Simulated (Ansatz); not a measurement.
Cost and result by functional for the adsorption energy of H2O on the 1x1 (110) surface of bcc W, one in a 2x2 cell, started at the site 'hollow W-W-W', in Ansatz (plane waves, PAW). Single points on the PBE structure, on one kind of machine; costs are rough ratios of the slab run's core time (references not counted) to the cheapest single point. r2SCAN's cost holds its higher cutoff (500 against 420 eV). Differences are taken against r2SCAN for comparison alone: no measured value is at hand, so the table doesn't rank accuracy.

Set-up: 19 atoms, 6.6 Å thick at the start under the adsorbate (thin: gaps and levels are the slab's own); mesh 6x6x1; 0.1 eV smearing; dipole correction on; 8 atoms held, the rest relaxed; no symmetry held; no spin, no spin-orbit, no U, no dispersion correction. At the end it is bonded to W. In PBE it is, or lies within 0.03 eV of, the lowest of the starts that converged. These notes are the PBE run's. Adsorption energies are against H2O(g). A negative adsorption energy means that the adsorbate is more stable on the surface than in its reference.

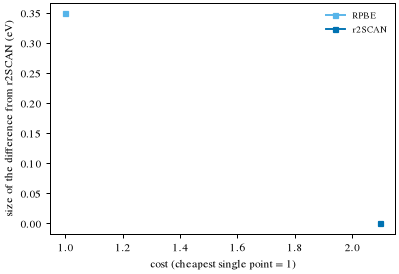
Figure: Difference from r2SCAN against cost

```tsv
functional	relative cost	adsorption energy (eV)	less r2SCAN (eV)
RPBE	1	-0.29	0.35
r2SCAN	2	-0.63	0.00
PBE (the relaxed run's value)	–	-0.52	0.11
```

The values span 0.35 eV, while the single points' costs differ by a factor of roughly 2. Differences are of unrounded values.

Ansatz is an electronic-structure program.
